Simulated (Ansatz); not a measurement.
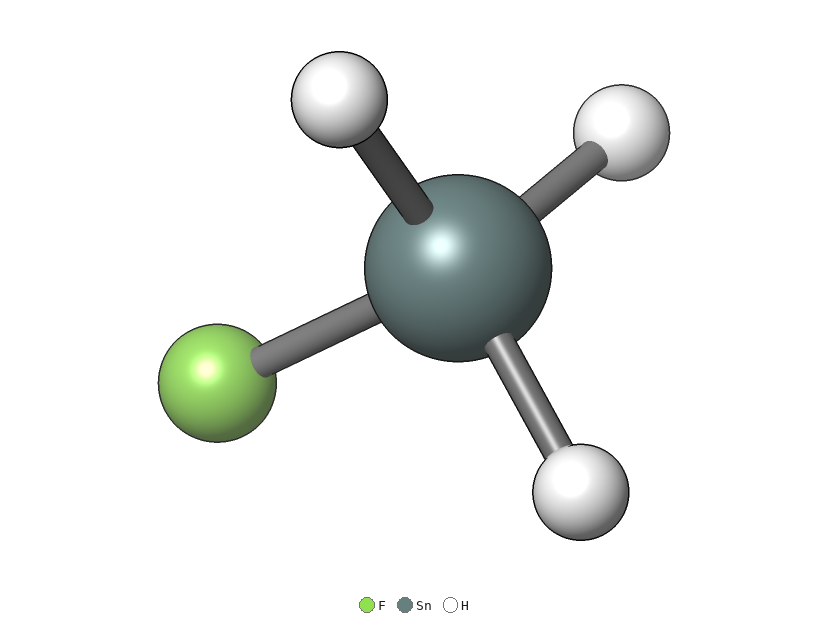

The geometry was computed by an optimisation with PBE-D4/def2-SVP. No frequency run is at hand to confirm it as a minimum.

Give the structural formula.

SMILES: [F][SnH3]

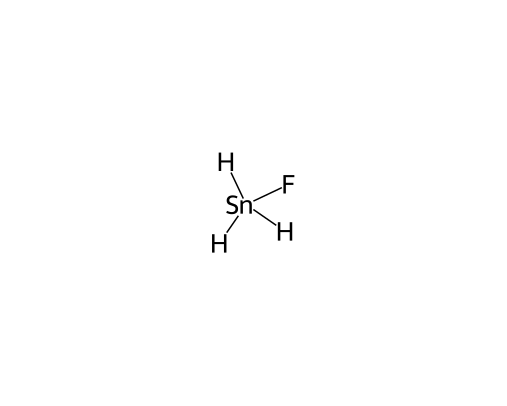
